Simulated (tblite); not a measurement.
**Run report: C7H12Ge, geometry relaxation (part 4 of 4)**

C7H12Ge; GFN2-xTB geometry optimisation, gas phase (tblite 0.8.0). It belongs to a series of runs on one base structure; here: constitutional isomer.

Geometry of the input (Å):
```
C  -1.6244  2.2058  1.4330
C  -1.2744  1.6074  0.4381
C  -0.8313  0.8592  -0.7380
C  0.6296  0.9908  -0.9585
C  1.4885  0.2689  0.0542
C  1.3139  -1.2308  0.0783
C  0.0205  -1.6494  0.7763
Ge -1.3620  -0.9976  -0.4184
H  -1.9392  2.7363  2.3193
H  -1.4410  1.2897  -1.5800
H  0.8795  2.0683  -1.0070
H  0.8995  0.5942  -1.9715
H  1.4678  0.7149  1.0820
H  2.5599  0.4177  -0.3006
H  1.2356  -1.6371  -0.9476
H  2.1831  -1.7411  0.5581
H  -0.0414  -1.0028  1.6854
H  -0.0269  -2.7259  0.9847
H  -1.3780  -1.7788  -1.7316
H  -2.7644  -0.9790  0.2407
```

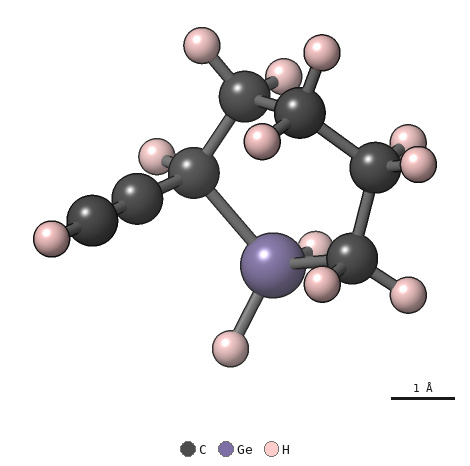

*The geometry at step 57 of the log (ball-and-stick view, seen at a tilt).*

**Trajectory as extended XYZ, continued**
```
20
Properties=species:S:1:pos:R:3:forces:R:3 step=55 energy=-624.57180
C    -1.4394    2.2772    1.4736   -0.0020  -0.0030   0.0030
C    -1.2106    1.6676    0.4679    0.0040  -0.0030  -0.0040
C    -0.9075    0.9038   -0.7188    0.0020  -0.0020  -0.0060
C     0.5940    0.9381   -1.0341    0.0070   0.0040   0.0040
C     1.4583    0.3248    0.0671    0.0030  -0.0070   0.0050
C     1.3671   -1.1988    0.1455   -0.0090  -0.0090  -0.0010
C     0.0261   -1.6864    0.6889   -0.0100  -0.0050   0.0060
Ge   -1.4403   -1.0015   -0.4407    0.0050  -0.0010   0.0050
H    -1.6488    2.8319    2.3391    0.0030   0.0040  -0.0010
H    -1.4554    1.3451   -1.5582   -0.0080   0.0000  -0.0030
H     0.9003    1.9781   -1.1834    0.0020   0.0060  -0.0060
H     0.7720    0.4015   -1.9719   -0.0080   0.0060   0.0040
H     1.1691    0.7575    1.0280   -0.0050  -0.0020   0.0010
H     2.4998    0.5987   -0.1215    0.0000   0.0020  -0.0020
H     1.5296   -1.6171   -0.8526    0.0030   0.0000  -0.0050
H     2.1712   -1.5694    0.7885   -0.0010   0.0070  -0.0030
H    -0.1134   -1.3089    1.7037    0.0030   0.0000   0.0060
H     0.0216   -2.7755    0.7464    0.0050  -0.0050   0.0020
H    -1.5014   -1.7183   -1.7708    0.0050   0.0050   0.0020
H    -2.7976   -1.1375    0.2003    0.0010   0.0020  -0.0070
20
Properties=species:S:1:pos:R:3:forces:R:3 step=57 energy=-624.57185
C    -1.4382    2.2768    1.4738   -0.0010   0.0010   0.0020
C    -1.2107    1.6672    0.4677    0.0060  -0.0020  -0.0070
C    -0.9075    0.9038   -0.7194   -0.0040  -0.0040   0.0000
C     0.5942    0.9388   -1.0341   -0.0030   0.0030   0.0020
C     1.4577    0.3245    0.0674    0.0000   0.0020   0.0000
C     1.3664   -1.1991    0.1456    0.0000   0.0010  -0.0040
C     0.0256   -1.6869    0.6890    0.0030  -0.0040   0.0070
Ge   -1.4401   -1.0020   -0.4405    0.0030   0.0040  -0.0100
H    -1.6459    2.8332    2.3387    0.0020   0.0000  -0.0030
H    -1.4563    1.3448   -1.5588   -0.0020  -0.0030   0.0030
H     0.8999    1.9791   -1.1832    0.0030  -0.0010  -0.0020
H     0.7718    0.4026   -1.9722   -0.0030   0.0040   0.0040
H     1.1673    0.7565    1.0283   -0.0020   0.0010   0.0010
H     2.4992    0.5990   -0.1207   -0.0010   0.0000   0.0020
H     1.5298   -1.6165   -0.8526    0.0010  -0.0050  -0.0050
H     2.1709   -1.5690    0.7888   -0.0030   0.0040  -0.0030
H    -0.1133   -1.3093    1.7037    0.0010   0.0010   0.0090
H     0.0223   -2.7758    0.7468    0.0000  -0.0100   0.0010
H    -1.5008   -1.7191   -1.7711    0.0050   0.0070   0.0080
H    -2.7975   -1.1380    0.1995   -0.0030   0.0020  -0.0040
20
Properties=species:S:1:pos:R:3:forces:R:3 step=58 energy=-624.57187
C    -1.4378    2.2765    1.4738    0.0000   0.0000  -0.0020
C    -1.2106    1.6672    0.4676    0.0030   0.0010  -0.0030
C    -0.9076    0.9038   -0.7197   -0.0040  -0.0020   0.0030
C     0.5942    0.9391   -1.0340   -0.0070   0.0010  -0.0010
C     1.4575    0.3244    0.0675   -0.0030   0.0050  -0.0030
C     1.3661   -1.1993    0.1455    0.0030   0.0040  -0.0050
C     0.0254   -1.6872    0.6893    0.0070  -0.0030   0.0050
Ge   -1.4399   -1.0021   -0.4406    0.0010   0.0030  -0.0070
H    -1.6449    2.8337    2.3385    0.0020  -0.0020  -0.0040
H    -1.4567    1.3447   -1.5589    0.0010  -0.0040   0.0050
H     0.8999    1.9795   -1.1832    0.0020  -0.0040   0.0010
H     0.7715    0.4033   -1.9722    0.0000   0.0020   0.0020
H     1.1665    0.7561    1.0284    0.0000   0.0010   0.0000
H     2.4990    0.5990   -0.1205   -0.0020  -0.0010   0.0030
H     1.5298   -1.6166   -0.8527   -0.0020  -0.0050  -0.0020
H     2.1707   -1.5687    0.7888   -0.0020   0.0020  -0.0030
H    -0.1131   -1.3093    1.7041    0.0000   0.0000   0.0070
H     0.0227   -2.7761    0.7471   -0.0020  -0.0080   0.0020
H    -1.5003   -1.7192   -1.7709    0.0050   0.0060   0.0050
H    -2.7975   -1.1380    0.1991   -0.0020   0.0020  -0.0050
```

**Key numbers**

| quantity | value |
| --- | --- |
| outcome | converged |
| total energy | −624.5719 eV |
| hardware | 1 CPU thread, shared host |
| peak memory | 0.18 GiB |
